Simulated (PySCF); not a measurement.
Vertical excitations of a molecule C₄H₇BN₂ from TDDFT-PBE/def2-SVPD (PySCF), as energy in eV (oscillator strength): 1.91 (0.000), 3.31 (0.000), 3.64 (0.004), 4.99 (0.000), 5.01 (0.003), 5.15 (0.182), 5.62 (0.030), 5.70 (0.001), 5.71 (0.034), 5.77 (0.002). Lowest triplet (TDA): 1.50 eV. Coordinates come from a PBE0-D3(BJ)/def2-SVP optimisation. One conformer was computed; it need not be the lowest.

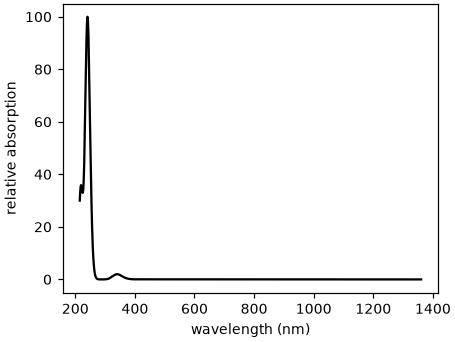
The lines broadened by 0.4 eV.

Problem. Which molecule gave these data?
(A) C=CC1=NB(N)C1
(B) C#CB1NCCN1
(C) CB1C=NCN=C1
(D) C=C1C=NCB1N

Solution. C, CB1C=NCN=C1
